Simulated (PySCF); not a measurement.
# C5H10GaN (SMILES C[C]1=CC[N](C)[GaH]1): what the fields show

| atom | x (Å) | y (Å) | z (Å) |
| --- | --- | --- | --- |
| C | 2.9128 | -0.5152 | 0.4934 |
| C | 1.4388 | -0.2589 | 0.3968 |
| C | 0.8340 | 0.2962 | -0.6546 |
| C | -0.6547 | 0.5249 | -0.6926 |
| N | -1.2993 | 0.0754 | 0.5266 |
| C | -2.7317 | 0.2698 | 0.5412 |
| Ga | -0.0555 | -0.6140 | 1.6788 |
| H | 3.1024 | -1.5810 | 0.6312 |
| H | 3.3341 | 0.0084 | 1.3534 |
| H | 3.4257 | -0.1813 | -0.4093 |
| H | 1.3691 | 0.6161 | -1.5431 |
| H | -1.0677 | -0.0018 | -1.5688 |
| H | -0.8394 | 1.5989 | -0.8583 |
| H | -3.1261 | -0.0958 | 1.4909 |
| H | -2.9944 | 1.3316 | 0.4395 |
| H | -3.2201 | -0.2802 | -0.2748 |
| H | -0.4348 | -1.1811 | 3.0894 |

Geometry: GFN2-xTB.

All numbers below come from wB97X-D/def2-SVPD, SCF density, gas phase (PySCF).

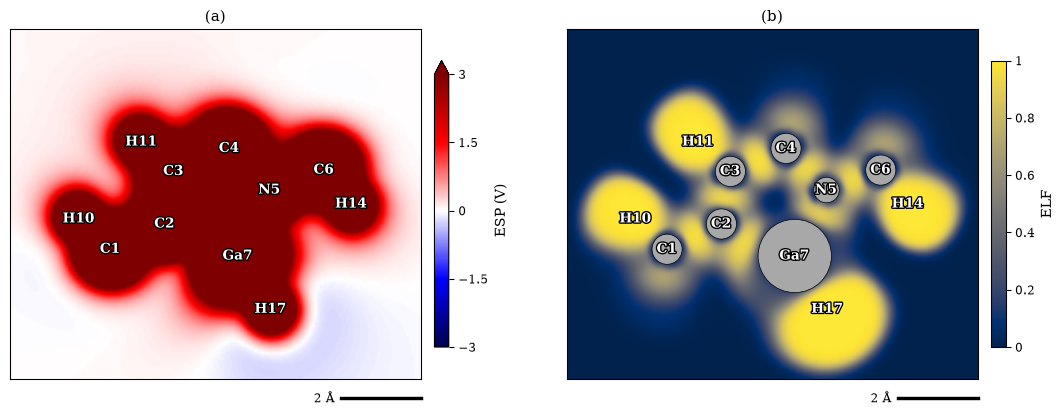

Figure 1. (a) molecular electrostatic potential; (b) electron localisation function on the plane of atoms C3, C4 and N5. Grey discs cover the atomic cores in the ELF map.

Q: Interpret the plot.

A:
- Atoms in the plane: C, N, Ga and H.
- C–C (1.33 Å): the ELF peaks at about 0.90 between the atoms (a multiple bond).
- C–N (1.45 Å): the ELF peaks at about 0.95 between the atoms; a shared electron pair.
- Ga–N (1.83 Å): the ELF peaks at about 0.85 in the valence shell of N, 0.6 Å from its nucleus, and is about 0.35 at the midpoint.
- C–Ga (2.00 Å): the ELF peaks at about 0.90 in the valence shell of C, 0.7 Å from its nucleus, and is about 0.60 at the midpoint.
- C–H (1.09 Å): the ELF climbs to about 1 towards the hydrogen, as it does in any bond to H (a covalent bond by its length).
- The potential has no marked negative region in this plane.

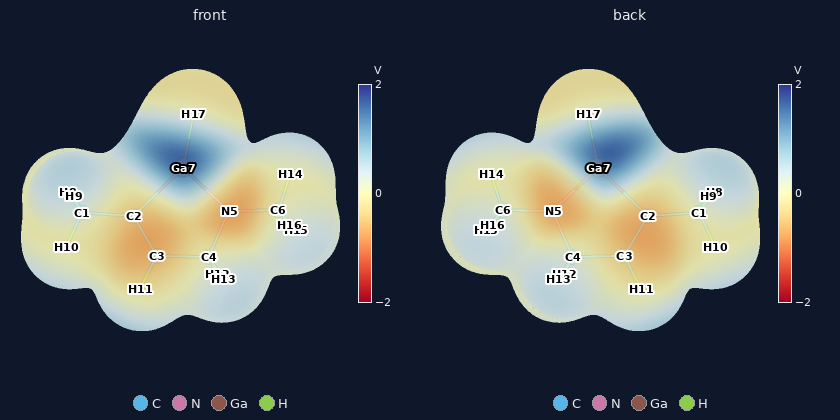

Figure 2. The molecular electrostatic potential painted on the density surface at 0.002 e/bohr³, seen from the front and from behind; red is negative and blue positive.

Q: Describe the electrostatic potential map.

A: The most negative region (about −0.7 V) lies over C2, C3 and N5, the most positive (about +1.6 V) over Ga7.
